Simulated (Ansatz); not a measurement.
```xyz
6

C    -0.9334   -0.1002    0.0495
B     0.4090   -0.4120   -0.6019
H    -1.3233    0.9271    0.1723
H     0.9088    0.3664   -1.3970
H    -1.6105   -0.8801    0.4441
H     1.0028   -1.4443   -0.3380
```

Geometry: PBE-D3(BJ)/def2-SVP.

All numbers below come from isolated molecule in a Gaussian basis; Kohn-Sham density functional theory, functional PBE0 (Ansatz 0.2.0).

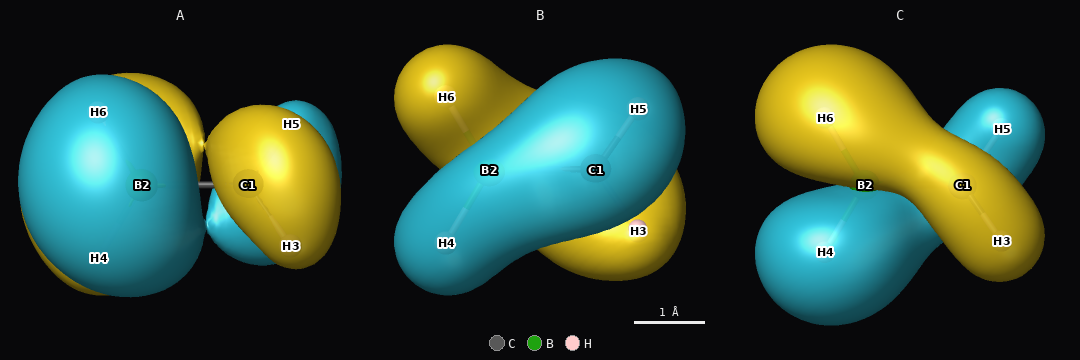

CH4B (SMILES B[CH2]) (doublet). Three frontier orbitals at ±0.08 Å⁻³ᐟ² (yellow and cyan are the two phases), in no order.

**Which picture is the HOMO−1, the HOMO and the LUMO? All are α orbitals.**

C is the HOMO−1 (α) (−9.33 eV). By Hirshfeld shares it lies mainly on B2 (about 35 %), H4 (about 20 %), H6 (about 20 %) and C1 (about 15 %). B is the HOMO (α) (−7.64 eV). It lies mainly on C1 (about 55 %) and B2 (about 25 %). A is the LUMO (α) (−0.68 eV). It lies mainly on B2 (about 60 %), C1 (about 20 %), H4 (about 10 %) and H6 (about 10 %).

**What is the gap between the highest occupied and lowest empty α orbitals?**

6.96 eV between the orbital energies.
